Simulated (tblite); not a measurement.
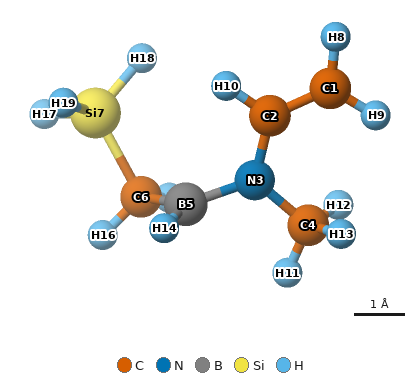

*The starting structure (ball-and-stick view, seen at a tilt; atoms are numbered from 1 in the order of the input).*

C$_{4}$H$_{12}$BNSi: saddle-point search

System: C$_{4}$H$_{12}$BNSi, SMILES C=CN(C)BC[SiH3].
Method: GFN2-xTB saddle search (eigenvector following) and harmonic vibrations, gas phase (tblite 0.8.0).

**Input**
```
{"job": {"xc": "GFN2-xTB", "basis": "xTB", "kind": "saddle"}, "charge": 0, "multiplicity": 1}
C     -1.848955     1.764298     1.157269
C     -0.768745     1.292938     0.534047
N     -0.720730     0.302188    -0.410649
C     -1.948187    -0.358395    -0.788465
B      0.538336    -0.075488    -1.058079
C      1.466962    -1.142700    -0.419647
Si     2.698574    -0.301184     0.782468
H     -1.751580     2.545876     1.887543
H     -2.842893     1.401579     0.971947
H      0.207067     1.705333     0.760575
H     -1.720831    -1.169462    -1.478680
H     -2.444440    -0.776596     0.093350
H     -2.640498     0.337315    -1.276347
H      0.851736     0.465575    -2.059779
H      0.927542    -1.886267     0.166459
H      2.072243    -1.668571    -1.157200
H      3.716925    -1.291853     1.144590
H      2.008165     0.147356     1.993833
H      3.348494     0.846896     0.143916
```

The first line tells a small driver script what to run in tblite; the rest is the geometry in Å.

Hardware: 1 CPU thread, shared host.

Command:
```bash
OMP_NUM_THREADS=1 python <driver script> task.json out
```

**Output**
```
step      E/eV     max force
  0    -558.87130   0.1064
  1    -558.87408   0.1118
  2    -558.87326   0.0926
  3    -558.87456   0.0461
  4    -558.87482   0.0621
  5    -558.87496   0.0448
  6    -558.87438   0.1414
  7    -558.87512   0.0084
  8    -558.87508   0.0334
  9    -558.87520   0.0081
 10    -558.87525   0.0100
 11    -558.87529   0.0049
 12    -558.87530   0.0010
lowest wavenumbers (cm-1): -305.9 36.6 52.9 109.7 143.1 161.4
```

**Trajectory as extended XYZ (Å, eV, eV/Å), 12 frames, from step=0 to step=12**
```
19
Properties=species:S:1:pos:R:3:forces:R:3 step=0 energy=-558.87130
C    -1.8490    1.7643    1.1573   -0.0020  -0.0130   0.0130
C    -0.7687    1.2929    0.5340   -0.0070  -0.0210  -0.0250
N    -0.7207    0.3022   -0.4106    0.0260   0.0070   0.0760
C    -1.9482   -0.3584   -0.7885   -0.0120   0.0080  -0.0160
B     0.5383   -0.0755   -1.0581    0.0370   0.0050   0.0270
C     1.4670   -1.1427   -0.4196   -0.0390  -0.0180  -0.0470
Si    2.6986   -0.3012    0.7825   -0.0250   0.0870   0.0560
H    -1.7516    2.5459    1.8875    0.0000   0.0020   0.0000
H    -2.8429    1.4016    0.9719   -0.0010   0.0030  -0.0010
H     0.2071    1.7053    0.7606    0.0090   0.0150  -0.0120
H    -1.7208   -1.1695   -1.4787   -0.0010   0.0170  -0.0120
H    -2.4444   -0.7766    0.0934   -0.0010  -0.0070  -0.0040
H    -2.6405    0.3373   -1.2763    0.0040  -0.0060  -0.0020
H     0.8517    0.4656   -2.0598   -0.0120  -0.0200  -0.0240
H     0.9275   -1.8863    0.1665    0.0110   0.0030   0.0120
H     2.0722   -1.6686   -1.1572    0.0010  -0.0070  -0.0030
H     3.7169   -1.2919    1.1446    0.0030  -0.0150  -0.0080
H     2.0082    0.1474    1.9938    0.0050  -0.0230  -0.0170
H     3.3485    0.8469    0.1439    0.0060  -0.0180  -0.0110
19
Properties=species:S:1:pos:R:3:forces:R:3 step=1 energy=-558.87408
C    -1.8230    1.7610    1.1674   -0.0080  -0.0170  -0.0120
C    -0.7508    1.3172    0.5092    0.0010   0.0190   0.0160
N    -0.7048    0.3088   -0.4153   -0.0070   0.0020   0.0080
C    -1.9330   -0.3604   -0.7777   -0.0500  -0.0310  -0.0210
B     0.5443   -0.0852   -1.0738    0.0030   0.0030   0.0010
C     1.4636   -1.1564   -0.4346    0.0050   0.0020   0.0010
Si    2.6544   -0.2943    0.7998   -0.0110   0.0060   0.0050
H    -1.7261    2.5668    1.8719   -0.0110  -0.0160  -0.0110
H    -2.8104    1.3541    1.0333    0.0720   0.0290   0.0100
H     0.2193    1.7712    0.6864   -0.0570  -0.0230  -0.0090
H    -1.7157   -1.1176   -1.5341   -0.0380   0.0730   0.0730
H    -2.3824   -0.8516    0.0966    0.0380   0.0430  -0.0950
H    -2.6617    0.3519   -1.1887    0.0670  -0.0800   0.0400
H     0.8496    0.4413   -2.0862   -0.0030  -0.0030   0.0010
H     0.9227   -1.9029    0.1460    0.0020   0.0010   0.0010
H     2.0883   -1.6775   -1.1592   -0.0050   0.0030   0.0050
H     3.6746   -1.2792    1.1763   -0.0020   0.0000  -0.0010
H     1.9293    0.1349    1.9962    0.0050  -0.0050  -0.0110
H     3.3109    0.8566    0.1738   -0.0010  -0.0030  -0.0010
19
Properties=species:S:1:pos:R:3:forces:R:3 step=2 energy=-558.87326
C    -1.7922    1.7706    1.1670   -0.0020   0.0030   0.0000
C    -0.7310    1.3132    0.5018    0.0030  -0.0090  -0.0080
N    -0.6990    0.2942   -0.4119    0.0170   0.0130   0.0060
C    -1.9343   -0.3672   -0.7643    0.0440   0.0350   0.0170
B     0.5410   -0.0938   -1.0917   -0.0020   0.0050  -0.0020
C     1.4746   -1.1567   -0.4606    0.0300   0.0000   0.0160
Si    2.6192   -0.2883    0.8161   -0.0290   0.0100   0.0060
H    -1.6831    2.5798    1.8653   -0.0030  -0.0070  -0.0070
H    -2.7822    1.3716    1.0450    0.0040   0.0020   0.0010
H     0.2421    1.7623    0.6656   -0.0110  -0.0070  -0.0040
H    -1.7256   -1.1532   -1.4843    0.0290  -0.0590  -0.0640
H    -2.3985   -0.8148    0.1172   -0.0310  -0.0390   0.0780
H    -2.6451    0.3342   -1.2086   -0.0530   0.0660  -0.0300
H     0.8264    0.4315   -2.1109   -0.0020  -0.0030   0.0080
H     0.9403   -1.9246    0.0990    0.0150   0.0150  -0.0060
H     2.1222   -1.6522   -1.1839   -0.0200   0.0140   0.0250
H     3.6672   -1.2504    1.1767   -0.0060   0.0060   0.0000
H     1.8606    0.0789    2.0153    0.0330  -0.0150  -0.0490
H     3.2467    0.9036    0.2343   -0.0160  -0.0300   0.0110
19
Properties=species:S:1:pos:R:3:forces:R:3 step=3 energy=-558.87456
C    -1.8210    1.7610    1.1703    0.0010   0.0000  -0.0030
C    -0.7501    1.3150    0.5128    0.0000  -0.0010   0.0000
N    -0.7037    0.3054   -0.4099    0.0090   0.0020   0.0020
C    -1.9317   -0.3614   -0.7771    0.0200   0.0120   0.0090
B     0.5439   -0.0840   -1.0741   -0.0010   0.0010   0.0000
C     1.4649   -1.1558   -0.4394    0.0030   0.0000   0.0020
Si    2.6512   -0.2927    0.7983   -0.0030  -0.0010   0.0010
H    -1.7242    2.5647    1.8763    0.0000   0.0010  -0.0010
H    -2.8074    1.3579    1.0340    0.0010   0.0000   0.0000
H     0.2189    1.7667    0.6912   -0.0030  -0.0020  -0.0020
H    -1.7130   -1.1326   -1.5122    0.0140  -0.0260  -0.0320
H    -2.3951   -0.8303    0.0958   -0.0130  -0.0190   0.0360
H    -2.6474    0.3434   -1.2106   -0.0290   0.0330  -0.0140
H     0.8452    0.4452   -2.0862    0.0000   0.0000   0.0010
H     0.9257   -1.9048    0.1395    0.0010   0.0010   0.0000
H     2.0911   -1.6736   -1.1648   -0.0010   0.0010   0.0020
H     3.6694   -1.2784    1.1784    0.0000   0.0000   0.0000
H     1.9223    0.1365    1.9918    0.0020  -0.0010  -0.0030
H     3.3102    0.8569    0.1729    0.0000  -0.0010   0.0000
19
Properties=species:S:1:pos:R:3:forces:R:3 step=4 energy=-558.87482
C    -1.8216    1.7551    1.1730    0.0090  -0.0080  -0.0100
C    -0.7514    1.3200    0.5064   -0.0110   0.0090   0.0110
N    -0.7042    0.3160   -0.4221   -0.0150  -0.0060  -0.0030
C    -1.9301   -0.3598   -0.7811   -0.0260  -0.0140  -0.0080
B     0.5462   -0.0825   -1.0751    0.0010  -0.0010   0.0000
C     1.4587   -1.1564   -0.4309    0.0030  -0.0010   0.0010
Si    2.6531   -0.2922    0.7984   -0.0010   0.0050   0.0030
H    -1.7271    2.5593    1.8786    0.0000   0.0010   0.0000
H    -2.8054    1.3427    1.0438    0.0120   0.0030   0.0020
H     0.2154    1.7789    0.6790   -0.0080  -0.0010   0.0000
H    -1.7141   -1.1050   -1.5473   -0.0200   0.0350   0.0370
H    -2.3687   -0.8646    0.0891    0.0230   0.0250  -0.0520
H    -2.6666    0.3504   -1.1771    0.0380  -0.0430   0.0220
H     0.8570    0.4416   -2.0869   -0.0010  -0.0010   0.0020
H     0.9140   -1.8968    0.1542    0.0030   0.0030  -0.0030
H     2.0810   -1.6848   -1.1522   -0.0040   0.0030   0.0050
H     3.6626   -1.2836    1.1874   -0.0040   0.0040  -0.0010
H     1.9278    0.1548    1.9881    0.0070  -0.0040  -0.0100
H     3.3227    0.8459    0.1620   -0.0060  -0.0100   0.0060
19
Properties=species:S:1:pos:R:3:forces:R:3 step=5 energy=-558.87496
C    -1.8173    1.7430    1.1838    0.0220  -0.0250  -0.0300
C    -0.7505    1.3249    0.4999   -0.0260   0.0220   0.0270
N    -0.7042    0.3292   -0.4376   -0.0040  -0.0050  -0.0030
C    -1.9267   -0.3571   -0.7877    0.0100   0.0120   0.0120
B     0.5480   -0.0791   -1.0812    0.0010  -0.0010   0.0000
C     1.4517   -1.1538   -0.4256   -0.0010  -0.0010  -0.0020
Si    2.6498   -0.2900    0.7996    0.0050   0.0020   0.0030
H    -1.7230    2.5454    1.8914    0.0000   0.0030   0.0020
H    -2.7980    1.3182    1.0675    0.0320   0.0110  -0.0020
H     0.2134    1.7952    0.6612   -0.0260  -0.0090   0.0020
H    -1.7129   -1.0941   -1.5590    0.0060  -0.0180  -0.0230
H    -2.3523   -0.8710    0.0808    0.0000  -0.0080   0.0150
H    -2.6719    0.3468   -1.1712   -0.0120   0.0150  -0.0020
H     0.8655    0.4361   -2.0954   -0.0020  -0.0020   0.0040
H     0.8999   -1.8855    0.1638    0.0020   0.0020  -0.0030
H     2.0718   -1.6925   -1.1410   -0.0020   0.0020   0.0030
H     3.6464   -1.2884    1.2044   -0.0050   0.0060  -0.0020
H     1.9254    0.1786    1.9809    0.0030  -0.0020  -0.0040
H     3.3342    0.8328    0.1525   -0.0030  -0.0050   0.0040
19
Properties=species:S:1:pos:R:3:forces:R:3 step=6 energy=-558.87438
C    -1.7952    1.7317    1.1903    0.0190  -0.0130  -0.0170
C    -0.7403    1.3356    0.4764   -0.0180   0.0130   0.0160
N    -0.7035    0.3519   -0.4745   -0.0360  -0.0120   0.0000
C    -1.9222   -0.3579   -0.7907   -0.0580  -0.0210  -0.0100
B     0.5517   -0.0796   -1.0975    0.0000  -0.0020   0.0000
C     1.4395   -1.1535   -0.4185   -0.0030   0.0010  -0.0030
Si    2.6292   -0.2844    0.8115    0.0000   0.0000   0.0010
H    -1.6973    2.5351    1.8965    0.0000  -0.0010   0.0000
H    -2.7704    1.2896    1.0983    0.0160   0.0050   0.0010
H     0.2192    1.8207    0.6159   -0.0120  -0.0020   0.0010
H    -1.7290   -1.0399   -1.6214   -0.0390   0.0560   0.0830
H    -2.2812   -0.9407    0.0713    0.0360   0.0670  -0.1100
H    -2.7119    0.3463   -1.0865    0.0990  -0.0950   0.0340
H     0.8841    0.4196   -2.1146   -0.0020  -0.0020   0.0050
H     0.8758   -1.8748    0.1725    0.0020   0.0030  -0.0030
H     2.0641   -1.7049   -1.1204   -0.0040   0.0030   0.0030
H     3.6198   -1.2819    1.2316   -0.0010   0.0010  -0.0010
H     1.8949    0.1933    1.9829    0.0010  -0.0010  -0.0020
H     3.3219    0.8326    0.1639    0.0000  -0.0010   0.0010
19
Properties=species:S:1:pos:R:3:forces:R:3 step=7 energy=-558.87512
C    -1.8197    1.7514    1.1757    0.0040  -0.0020  -0.0030
C    -0.7515    1.3232    0.5021   -0.0030   0.0020   0.0020
N    -0.7046    0.3216   -0.4292   -0.0020   0.0000   0.0000
C    -1.9288   -0.3594   -0.7832   -0.0030  -0.0010  -0.0010
B     0.5470   -0.0815   -1.0771    0.0000   0.0000   0.0000
C     1.4559   -1.1555   -0.4279   -0.0010   0.0000   0.0000
Si    2.6518   -0.2921    0.7999    0.0000   0.0010   0.0010
H    -1.7258    2.5566    1.8804    0.0010  -0.0010   0.0000
H    -2.8014    1.3326    1.0534    0.0020   0.0000   0.0000
H     0.2135    1.7877    0.6690   -0.0020   0.0000   0.0000
H    -1.7172   -1.0915   -1.5612   -0.0020   0.0040   0.0040
H    -2.3539   -0.8792    0.0830    0.0030   0.0030  -0.0070
H    -2.6736    0.3495   -1.1605    0.0050  -0.0060   0.0030
H     0.8611    0.4388   -2.0897    0.0000   0.0000   0.0000
H     0.9085   -1.8927    0.1586    0.0000   0.0010  -0.0010
H     2.0774   -1.6877   -1.1467   -0.0010   0.0000   0.0010
H     3.6554   -1.2864    1.1959   -0.0010   0.0010   0.0000
H     1.9271    0.1645    1.9855    0.0000   0.0000  -0.0010
H     3.3280    0.8390    0.1592   -0.0010  -0.0010   0.0010
19
Properties=species:S:1:pos:R:3:forces:R:3 step=8 energy=-558.87508
C    -1.7990    1.7517    1.1769   -0.0070   0.0060   0.0080
C    -0.7393    1.3251    0.4897    0.0060  -0.0050  -0.0070
N    -0.7025    0.3236   -0.4422    0.0090   0.0040   0.0000
C    -1.9288   -0.3615   -0.7797    0.0150   0.0060   0.0010
B     0.5469   -0.0866   -1.0899    0.0000   0.0010   0.0000
C     1.4558   -1.1562   -0.4337    0.0040   0.0000   0.0030
Si    2.6306   -0.2877    0.8114    0.0010   0.0060   0.0020
H    -1.6977    2.5591    1.8781   -0.0010  -0.0010   0.0000
H    -2.7808    1.3297    1.0690   -0.0050  -0.0020   0.0010
H     0.2263    1.7926    0.6428    0.0030   0.0000  -0.0010
H    -1.7279   -1.0866   -1.5659    0.0100  -0.0140  -0.0180
H    -2.3368   -0.8892    0.0885   -0.0100  -0.0150   0.0270
H    -2.6820    0.3457   -1.1387   -0.0220   0.0230  -0.0100
H     0.8594    0.4266   -2.1064    0.0010   0.0000  -0.0020
H     0.9064   -1.8975    0.1456    0.0010   0.0010   0.0000
H     2.0878   -1.6837   -1.1469   -0.0010   0.0000   0.0020
H     3.6503   -1.2696    1.1982   -0.0040   0.0040   0.0000
H     1.8905    0.1382    1.9996    0.0070  -0.0030  -0.0100
H     3.2899    0.8652    0.1909   -0.0050  -0.0110   0.0050
19
Properties=species:S:1:pos:R:3:forces:R:3 step=9 energy=-558.87520
C    -1.8100    1.7480    1.1789   -0.0020   0.0010   0.0020
C    -0.7464    1.3252    0.4951    0.0020  -0.0010  -0.0020
N    -0.7039    0.3266   -0.4396    0.0030   0.0010  -0.0010
C    -1.9278   -0.3598   -0.7835    0.0030   0.0010   0.0000
B     0.5476   -0.0823   -1.0841    0.0000   0.0000   0.0000
C     1.4536   -1.1549   -0.4286   -0.0010   0.0000   0.0000
Si    2.6423   -0.2895    0.8047   -0.0010  -0.0020  -0.0010
H    -1.7132    2.5531    1.8833    0.0000   0.0000   0.0000
H    -2.7908    1.3250    1.0652   -0.0020  -0.0010   0.0000
H     0.2180    1.7936    0.6540    0.0010   0.0010   0.0000
H    -1.7213   -1.0852   -1.5686    0.0020  -0.0030  -0.0040
H    -2.3404   -0.8877    0.0834   -0.0020  -0.0040   0.0060
H    -2.6802    0.3473   -1.1472   -0.0060   0.0050  -0.0020
H     0.8636    0.4330   -2.0984    0.0000   0.0000  -0.0010
H     0.9032   -1.8910    0.1563   -0.0010  -0.0010   0.0010
H     2.0786   -1.6884   -1.1433    0.0010  -0.0010  -0.0010
H     3.6475   -1.2811    1.2030    0.0010  -0.0020   0.0010
H     1.9117    0.1626    1.9881   -0.0020   0.0010   0.0030
H     3.3172    0.8445    0.1685    0.0020   0.0030  -0.0020
19
Properties=species:S:1:pos:R:3:forces:R:3 step=10 energy=-558.87525
C    -1.7996    1.7432    1.1831    0.0040  -0.0030  -0.0040
C    -0.7409    1.3286    0.4863   -0.0040   0.0030   0.0040
N    -0.7031    0.3343   -0.4532   -0.0050  -0.0010   0.0000
C    -1.9264   -0.3597   -0.7845   -0.0030   0.0000   0.0000
B     0.5487   -0.0829   -1.0920    0.0000   0.0000   0.0000
C     1.4498   -1.1546   -0.4280    0.0000   0.0010   0.0000
Si    2.6321   -0.2867    0.8100    0.0000   0.0000   0.0000
H    -1.7000    2.5481    1.8873    0.0000   0.0000   0.0000
H    -2.7790    1.3141    1.0797    0.0040   0.0010   0.0000
H     0.2225    1.8024    0.6356   -0.0030  -0.0010   0.0000
H    -1.7257   -1.0744   -1.5814   -0.0020   0.0030   0.0040
H    -2.3214   -0.9014    0.0829    0.0030   0.0040  -0.0080
H    -2.6902    0.3455   -1.1285    0.0070  -0.0060   0.0040
H     0.8686    0.4258   -2.1085    0.0000   0.0000   0.0010
H     0.8951   -1.8880    0.1564    0.0000   0.0000   0.0000
H     2.0780   -1.6915   -1.1375   -0.0010   0.0000   0.0010
H     3.6385   -1.2762    1.2112    0.0000   0.0000   0.0000
H     1.8956    0.1625    1.9910    0.0010   0.0000  -0.0010
H     3.3066    0.8497    0.1772    0.0000  -0.0010   0.0000
19
Properties=species:S:1:pos:R:3:forces:R:3 step=12 energy=-558.87530
C    -1.7993    1.7366    1.1876    0.0000   0.0000   0.0000
C    -0.7421    1.3314    0.4832    0.0000   0.0000   0.0000
N    -0.7038    0.3425   -0.4621    0.0000   0.0000   0.0000
C    -1.9243   -0.3585   -0.7885    0.0000   0.0000   0.0000
B     0.5498   -0.0803   -1.0936    0.0000   0.0000   0.0000
C     1.4447   -1.1531   -0.4229    0.0000   0.0000   0.0000
Si    2.6330   -0.2857    0.8093    0.0000   0.0000   0.0000
H    -1.7011    2.5401    1.8935    0.0000   0.0000   0.0000
H    -2.7763    1.3013    1.0885    0.0000   0.0000   0.0000
H     0.2190    1.8107    0.6289    0.0000   0.0000   0.0000
H    -1.7263   -1.0608   -1.5968    0.0000   0.0000   0.0000
H    -2.3057   -0.9151    0.0755    0.0000   0.0000  -0.0010
H    -2.6970    0.3446   -1.1148    0.0000   0.0000   0.0000
H     0.8754    0.4243   -2.1101    0.0000   0.0000   0.0000
H     0.8857   -1.8801    0.1654    0.0000   0.0000   0.0000
H     2.0698   -1.6977   -1.1293    0.0000   0.0000   0.0000
H     3.6284   -1.2814    1.2222    0.0000   0.0000   0.0000
H     1.8992    0.1827    1.9846    0.0000   0.0000   0.0000
H     3.3201    0.8375    0.1665    0.0000   0.0000   0.0000
```

**Results in brief**

```tsv
quantity	value
outcome	converged
total energy	−558.8753 eV
point group	C1
wall time	7 s
peak memory	0.2 GiB
```
